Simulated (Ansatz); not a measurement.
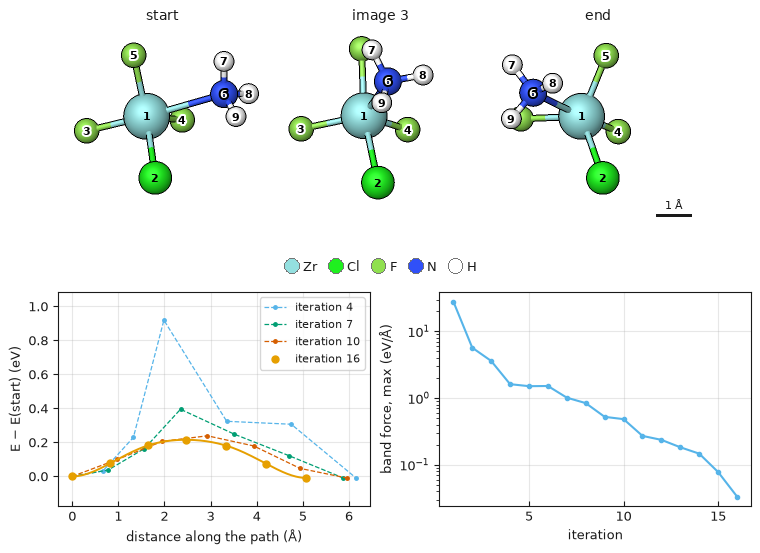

NEB run on ZrNH₃ClF₃. Images are numbered from 0 (start) to 6 (end). The plot follows the band through its iterations. Style: ball-and-stick. Shown from a free direction.

All numbers below come from RKS PBE/def2-SVP in Ansatz 0.2.0. Set-up: 5 movable images; climbing image; force threshold 0.05 eV/Å; iteration limit 60; starting path through a guess of the saddle point.

> Did the band converge, and can the barrier be trusted?

The result is final at these settings. The band converged in 16 iterations. The largest component of the band force went from 28 to 0.033 eV/Å. The climbing image converged on the top of the path. Its vibrational analysis gives one imaginary mode (42i cm⁻¹), as a transition state must have. The first iteration put the highest image at 9.968 eV. The energy climbs by 0.216 eV to image 3 and then falls by 0.224 eV, so the end point sits at −0.009 eV.

Cost: 83 s on 4 threads of INTEL(R) XEON(R) PLATINUM 8581C CPU @ 2.10GHz (Emerald Rapids) (shared host), peak memory 0.19 GiB.
